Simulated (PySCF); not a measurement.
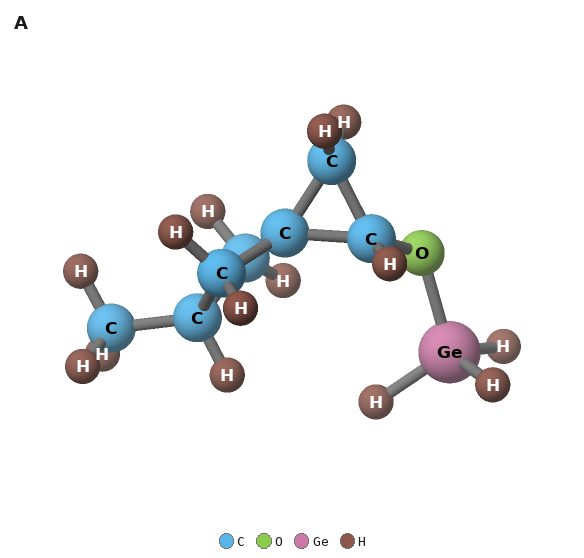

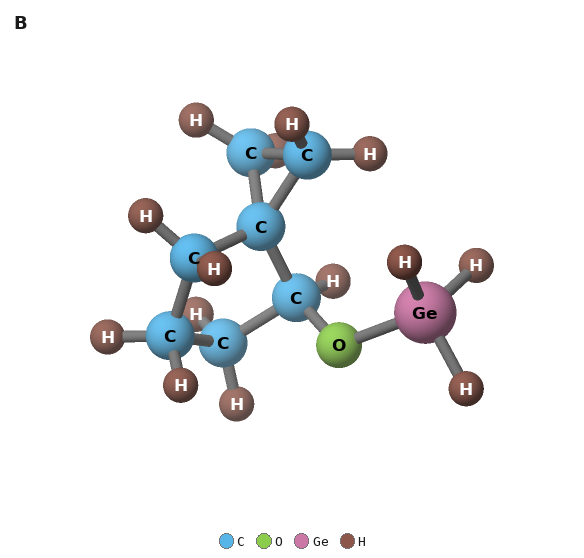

2 stationary structures of one formula. Geometries: PBE0-D3(BJ)/def2-SVP. Electronic energies: PBE0-D3(BJ)/def2-SVP (PySCF 2.14.0), without zero-point energy. No frequency run is at hand to confirm each as a minimum. Each is one conformer, not always the lowest.

How are they related?

Answer. They are constitutional isomers of C7H14GeO: A `C[C@H]1C[C@@]2(C[C@@H]2[O][GeH3])C1`, B `[GeH3][O][C@H]1CCCC12CC2`.

Which structure is the most stable?

Answer. B is lowest; A lies 19.7 kcal/mol above it.
